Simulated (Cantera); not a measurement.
Input: 1 mol CaCO3, 2.8 mol O2, equilibrated at 72000 Pa.

Equilibrium computed with Cantera from the NASA thermochemical tables; the gas is ideal and each condensed phase is pure. Candidate condensed phases: C, Ca, CaCO3, CaO; 15 gas species. Rates play no part.

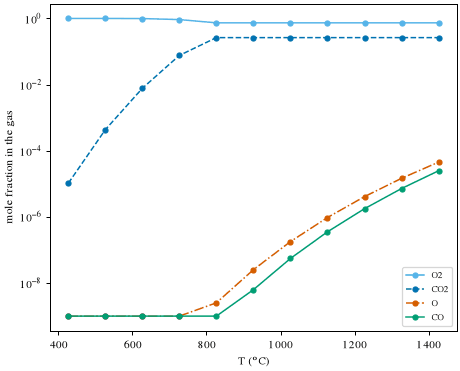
Figure: Equilibrium gas composition (values under 1e-9 drawn at 1e-9)

At 427 °C the condensed part is CaCO3(calcite). From 527 °C to 727 °C the condensed part is CaCO3(calcite) + CaO(s). From 827 °C to 1427 °C the condensed part is CaO(s).
